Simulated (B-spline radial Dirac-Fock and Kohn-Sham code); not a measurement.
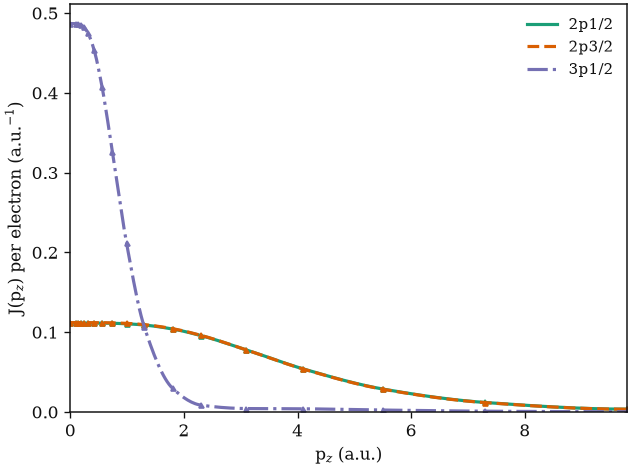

Compton profiles of the subshells 2p1/2, 2p3/2 and 3p1/2, per electron. Species: neutral chlorine in the configuration [Ne] 3s1 3p6, which is not the ground configuration. Method: the impulse approximation on Dirac–Fock orbitals (average of configuration) (computed with a B-spline radial code).

Which of them has the largest mean momentum?

Answer. 2p1/2, ⟨p⟩ = 5.73 a.u.

Which of the subshells shown has the highest J(0), and what does that say?

Answer. 3p1/2, J(0) = 0.487 a.u.⁻¹. J(0) is half the mean of 1/p, so of those shown it has the most weight at low momentum.
